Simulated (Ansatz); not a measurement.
**SF (Monosulfur monofluoride) at U-revPBE/cc-pVTZ**

Aim: the electronic atomisation energy of SF (Monosulfur monofluoride) at U-revPBE/cc-pVTZ, from 3 runs. 

The results are computed with Ansatz 0.2.0.

40 further runs of the same task are left out: 4 that didn't finish, 36 set aside as unsound or not needed.

**1. The structure to begin with**

SF has 2 atoms, charge 0, and is taken as a doublet. As SMILES, `F[S]`. The coordinates come from a PBE0-D4/def2-TZVP relaxation.

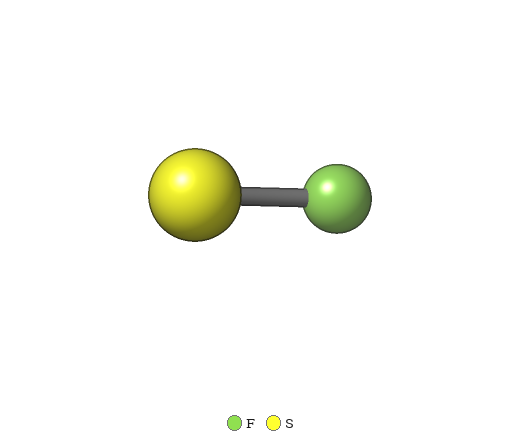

Viewed from a chosen angle; fluorine green, sulfur yellow.

**2. A single-point energy at U-revPBE/cc-pVTZ**

File job.yaml:

```yaml
crystal:
  periodic: [false, false, false]
  atoms:
    - {symbol: F, position_ang: [-0.000000, -0.000000, 0.016120]}
    - {symbol: S, position_ang: [0.000000, 0.000000, 1.610410]}
basis:
  gaussian: {orbitals: cc-pVTZ}
magnetization: {spin_polarized: true, initial_magnetization: 1}
hamiltonian: {xc: {name: revPBE}}
accuracy: high
output: {orbitals: {seedname: orbitals}}
```

Run with:

```sh
ansatz run job.yaml --threads 1 --pin off --max-ram 3480MiB --events-out events.jsonl --progress --plain --runs-dir runs
```

Output:

```text
Warning: RAYON_NUM_THREADS=1 ignored (pool sized by the plan → 1); use --threads N
Functional definition: revPBE
  name "revPBE"
  parameter kappa = 1.245
  parameter beta = 0.06672455060314922
  exchange = pbe_x(kappa = kappa, mu = beta*pi^2/3)
  correlation = pbe_c(beta = beta)
883 factors; integrals over basis functions are off by at most 3.8e-9 eV
mean field evaluation 1: about -13548.1729 eV, gradient 1.6e1 eV
mean field evaluation 2: about -13544.0648 eV, gradient 4.0e1 eV
mean field evaluation 4: about -13548.8694 eV, gradient 8.3e-1 eV
mean field evaluation 8: about -13548.8698 eV, gradient 2.8e-2 eV
mean field evaluation 16: about -13548.8698 eV, gradient 5.9e-7 eV
mean field evaluation 32: about -13548.6449 eV, gradient 5.8e0 eV
mean field -13548.86982896 eV, -497.9117824604 hartree, gradient 1.6e-8 eV, S^2 0.753443; 3 other end points of the search recorded, 0 dependent functions left out
reference -13548.86983124 eV, -497.9117825443 hartree; 13, 12 occupied and 51, 52 virtual orbitals, 883 factors
Total energy: -13548.86983124 eV, -497.9117825443 hartree
```

Run time: 4.2 s. Hardware: 1 thread of Arm Neoverse V1, shared host; peak memory 0.13 GiB.

**3. The F atom, same level**

File input.yaml:

```yaml
crystal:
  periodic: [false, false, false]
  atoms:
    - {symbol: F, position_ang: [0.000000, 0.000000, 0.000000]}
basis:
  gaussian: {orbitals: cc-pVTZ}
magnetization: {spin_polarized: true, initial_magnetization: 1}
hamiltonian: {xc: {name: revPBE}}
total_charge: 0
accuracy: high
```

Run the same way, it converges to -99.72688 Eh (log not shown).

**4. The S atom**

File molecule.yaml:

```yaml
crystal:
  periodic: [false, false, false]
  atoms:
    - symbol: S
      position_ang: [0.000000, 0.000000, 0.000000]
basis:
  gaussian:
    orbitals: cc-pVTZ
magnetization:
  spin_polarized: true
  initial_magnetization: 2
hamiltonian:
  xc: {name: revPBE}
accuracy: high
```

Run the same way, it converges to -398.04726 Eh (log not shown).

**5. Summary of results**

Level: U-revPBE/cc-pVTZ.

| quantity | value |
| --- | --- |
| molecule: total energy | -497.91178 Eh |
| molecule: HOMO energy (highest over α and β) | -5.71 eV |
| molecule: LUMO energy (lowest over α and β) | -5.32 eV |
| molecule: ⟨S²⟩ | 0.753 |
| F atom: total energy | -99.72688 Eh |
| F atom: ⟨S²⟩ | 0.751 |
| S atom: total energy | -398.04726 Eh |
| S atom: ⟨S²⟩ | 2.004 |
| electronic atomisation energy | 3.746 eV |

In words: Taking the molecule apart into free atoms costs 3.75 eV (361 kJ/mol), before zero-point energy and without spin-orbit coupling.
